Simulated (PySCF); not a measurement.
NMR shielding calculation, with input and output: C₆H₁₅NSSi

The run: NMR shielding calculation of C₆H₁₅NSSi. Method and program: GIAO PBE0/pcSseg-1 NMR shielding, non-relativistic, gas phase (PySCF 2.14.0).

The geometry comes from this level: GFN2-xTB. It belongs to a series of runs on one base structure; here: H on C replaced by cBu. Figures and captions count atoms from 1; the log counts them from 0 in places.

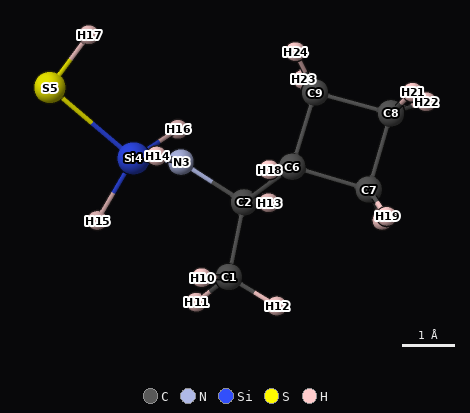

Figure 1. The structure (ball-and-stick view, seen at a tilt; atoms are numbered from 1 in the order of the input).

## Results in brief

```json
{"quantity": "outcome", "value": "converged"}
{"quantity": "total energy", "value": "−979.446812 hartree"}
{"quantity": "HOMO", "value": "−6.96 eV"}
{"quantity": "LUMO", "value": "0.46 eV"}
{"quantity": "dipole moment", "value": "2.59 D"}
{"quantity": "isotropic shielding, C", "value": "127.7 to 171.4 ppm"}
{"quantity": "isotropic shielding, N", "value": "208.8 ppm"}
{"quantity": "isotropic shielding, Si", "value": "381.1 ppm"}
{"quantity": "isotropic shielding, S", "value": "740.7 ppm"}
{"quantity": "isotropic shielding, H", "value": "26.4 to 32.1 ppm"}
{"quantity": "hardware", "value": "1 CPU thread, shared host"}
{"quantity": "wall time", "value": "1.9 min"}
{"quantity": "peak memory", "value": "1.1 GiB"}
```

## The input
```
{"job": {"kind": "nmr", "xc": "PBE0", "basis": "pcSseg-1"}, "charge": 0, "multiplicity": 1}
C      0.200813    -1.988956    -0.916546
C      0.155977    -0.711290    -0.078769
N      1.470224    -0.122175     0.067973
Si     2.559472    -0.551055     1.309054
S      4.277291     0.715912     1.054918
C     -0.793176     0.315365    -0.691970
C     -2.301234     0.028826    -0.567871
C     -2.511990     1.432183     0.020411
C     -0.989746     1.614860     0.110124
H      0.594126    -1.773494    -1.908179
H      0.844554    -2.724213    -0.439847
H     -0.796094    -2.408062    -1.022260
H     -0.188851    -0.961025     0.930079
H      1.835829     0.203318    -0.816469
H      3.144283    -1.890030     1.309451
H      1.923253    -0.240436     2.585210
H      3.624202     1.866213     1.081883
H     -0.490518     0.509502    -1.723639
H     -2.821389    -0.176546    -1.500936
H     -2.521253    -0.767665     0.140563
H     -2.983048     2.121774    -0.676770
H     -3.047403     1.470148     0.966538
H     -0.601826     1.538135     1.123559
H     -0.595231     2.518473    -0.348948
```

The first line tells a small driver script what to run in PySCF; the rest is the geometry in Å.

Launch command:
```bash
OMP_NUM_THREADS=1 python <driver script> task.json out
```

## Output
```
coarse grid: 20128 points
cycle   1  E = -979.3179536994  dE =  9.790e-01  |g| = 5.263e-01  |ddm| = 4.365e+00
cycle   2  E = -979.2955310056  dE =  2.242e-02  |g| = 6.299e-01  |ddm| = 1.162e+00
cycle   3  E = -979.3895579013  dE = -9.403e-02  |g| = 7.396e-02  |ddm| = 6.827e-01
cycle   4  E = -979.3905650905  dE = -1.007e-03  |g| = 3.521e-02  |ddm| = 1.132e-01
cycle   5  E = -979.3908370289  dE = -2.719e-04  |g| = 6.844e-03  |ddm| = 3.918e-02
cycle   6  E = -979.3908461170  dE = -9.088e-06  |g| = 2.593e-03  |ddm| = 8.578e-03
final grid: 182496 points
cycle   7  E = -979.4467758940  dE = -5.765e-05  |g| = 1.193e-02  |ddm| = 4.478e-02
cycle   8  E = -979.4467556307  dE =  2.026e-05  |g| = 1.492e-02  |ddm| = 2.692e-02
cycle   9  E = -979.4468121078  dE = -5.648e-05  |g| = 9.055e-04  |ddm| = 1.546e-02
cycle  10  E = -979.4468122654  dE = -1.577e-07  |g| = 3.191e-04  |ddm| = 1.218e-03
cycle  11  E = -979.4468122864  dE = -2.095e-08  |g| = 7.909e-05  |ddm| = 3.249e-04
cycle  12  E = -979.4468122876  dE = -1.170e-09  |g| = 3.043e-05  |ddm| = 1.130e-04
cycle  13  E = -979.4468122878  dE = -2.174e-10  |g| = 3.668e-06  |ddm| = 3.058e-05
```

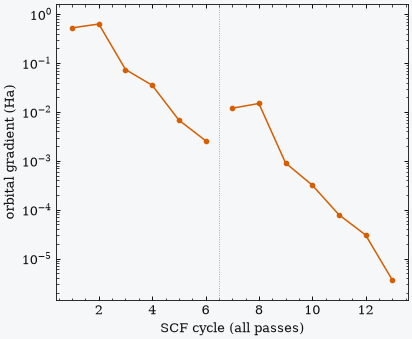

Figure 2. Convergence of the self-consistent field: orbital gradient against the SCF cycle. The dotted line marks the change from a coarse to the final integration grid. The first 6 cycles use a coarse grid, the final grid takes over at cycle 7, and the field converges after 13 cycles in all.

```
converged SCF energy = -979.4468122878

GIAO shielding tensors (ppm)
atom      isotropic    diamagn.    paramagn.     s11        s22        s33       span
  0 C      162.397     248.239     -85.842    148.016    153.483    185.691     37.675
  1 C      127.676     242.867    -115.191    109.458    123.176    150.394     40.937
  2 N      208.791     325.764    -116.973    161.288    203.800    261.286     99.999
  3 Si     381.079     880.231    -499.151    336.855    365.700    440.683    103.828
  4 S      740.735    1056.955    -316.220    639.204    707.551    875.449    236.245
  5 C      142.676     248.181    -105.505    127.605    142.455    157.968     30.363
  6 C      160.527     250.719     -90.192    147.691    151.717    182.174     34.483
  7 C      171.370     253.966     -82.596    161.638    169.532    182.938     21.300
  8 C      160.409     247.064     -86.655    148.814    150.572    181.842     33.028
  9 H       31.213      31.497      -0.284     28.440     28.920     36.278      7.838
 10 H       30.385      30.825      -0.440     25.961     28.858     36.336     10.375
 11 H       30.442      31.004      -0.562     25.266     29.533     36.527     11.262
 12 H       29.377      34.602      -5.225     26.985     29.212     31.936      4.951
 13 H       32.083      36.507      -4.424     23.970     32.923     39.355     15.384
 14 H       26.443      28.447      -2.004     21.900     25.204     32.226     10.327
 15 H       26.465      30.395      -3.929     22.356     25.682     31.358      9.002
 16 H       31.395      32.292      -0.896     23.279     28.732     42.175     18.895
 17 H       29.919      34.613      -4.695     27.321     30.695     31.740      4.419
 18 H       29.540      30.867      -1.327     25.682     27.446     35.492      9.809
 19 H       30.083      32.097      -2.014     26.454     29.636     34.160      7.706
 20 H       29.760      30.167      -0.407     26.521     26.880     35.881      9.360
 21 H       29.909      30.003      -0.094     26.034     26.861     36.831     10.797
 22 H       29.756      32.495      -2.739     25.769     30.378     33.122      7.353
 23 H       29.583      31.692      -2.109     25.404     28.284     35.061      9.657
```

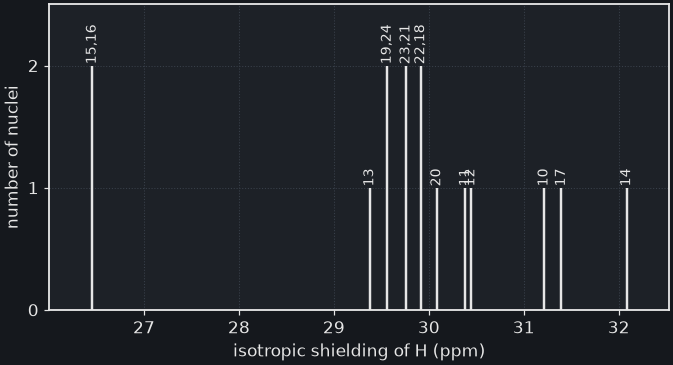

Figure 3. Isotropic shieldings of the hydrogen nuclei in this fixed geometry, labelled by atom number; shielding grows to the right, so chemical shift grows to the left. The least shielded is H15 (26.4 ppm), the most shielded H14 (32.1 ppm).
